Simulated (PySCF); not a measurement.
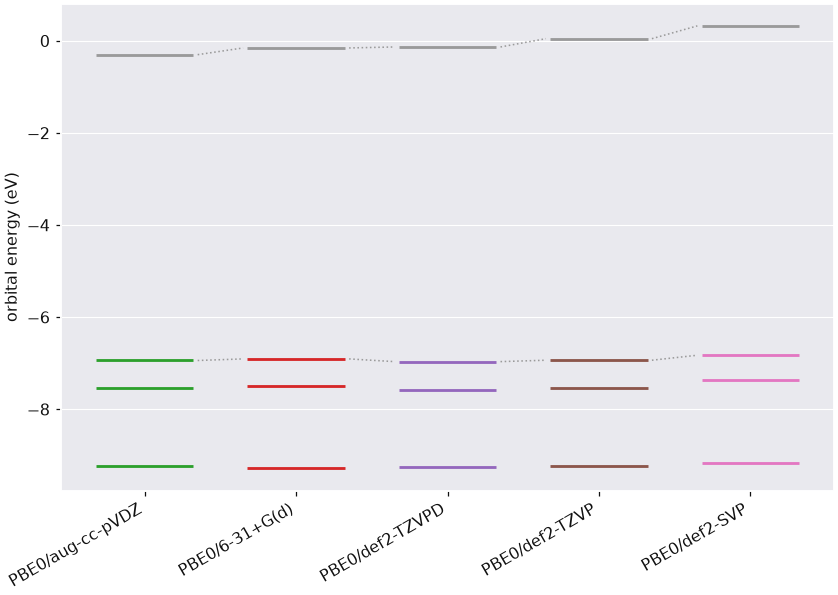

Frontier orbital energies of C₃H₉NSi, SMILES C=CC[SiH2]N at one geometry, PySCF 2.14.0, at a PBE0-D3(BJ)/def2-SVP geometry (no frequency check). Empty levels are grey, levels within 0.1 eV stand side by side; all columns show the same few orbitals around the gap. Dotted lines join the HOMOs and the LUMOs.

### Compare the HOMO-LUMO separations.

The separation grows from 6.64 eV (PBE0/aug-cc-pVDZ) to 7.15 eV (PBE0/def2-SVP).

```csv
level,HOMO (eV),LUMO (eV),separation (eV)
PBE0/aug-cc-pVDZ,−6.94,−0.30,6.64
PBE0/6-31+G(d),−6.90,−0.15,6.75
PBE0/def2-TZVPD,−6.96,−0.13,6.83
PBE0/def2-TZVP,−6.93,0.05,6.98
PBE0/def2-SVP,−6.82,0.33,7.15
```

Caveats, for all or some of the runs: empty levels above zero depend strongly on the basis; one conformer of a flexible molecule.
